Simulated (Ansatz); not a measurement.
InP (zinc blende)

```
InP
1.0
    0.00000     5.95953     5.95953
    2.97977     2.97977     5.95953
    2.97977     2.97977     0.00000
P In
2 2
Direct
  0.00000   0.75000   0.75000
  0.50000   0.75000   0.75000
  0.00000   0.00000   0.00000
  0.50000   0.00000   0.00000
```

The atoms are displaced by Q × the pattern below (from a DFPT mode at X = (0.5, 0.5, 0.0), largest move 1; Q in Å), at fixed cell. It is one choice among 2 degenerate patterns. (q is in reciprocal vectors of the primitive cell; the cell shown is doubled to hold the pattern.)

```json
[
 {"atom": "P1", "x": "0.000", "y": "1.000", "z": "0.000"},
 {"atom": "P2", "x": "0.000", "y": "-1.000", "z": "0.000"},
 {"atom": "In3", "x": "-0.196", "y": "0.000", "z": "0.000"},
 {"atom": "In4", "x": "0.196", "y": "0.000", "z": "0.000"}
]
```

The numbers are results of PBE (plane waves to 420 eV, PAW, scalar-relativistic; Ansatz, an electronic-structure program), not measurements. k mesh 10×10×10 (Γ-centred), Fermi-Dirac smearing 0.05 eV. The energy includes the smearing's −TS. InP was relaxed with its symmetry unable to fall. ΔE is measured from the undisplaced structure.

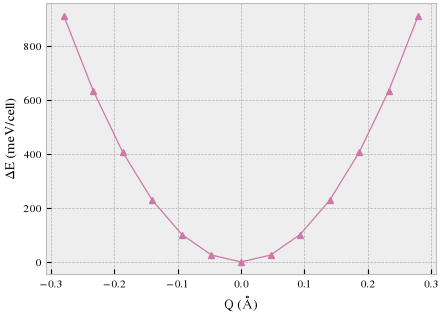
Figure. ΔE (meV/cell) against Q (Å); computed points joined by lines.

Problem. What is the energy change at Q = 0.280 Å?

Solution. About 910 meV/cell.

Problem. What harmonic wavenumber does the curvature at Q = 0 give?

Solution. About 300 cm⁻¹.

(For displaced atoms, the force is minus the slope of the energy, and its curvature is a force constant, which sets phonon frequencies.)
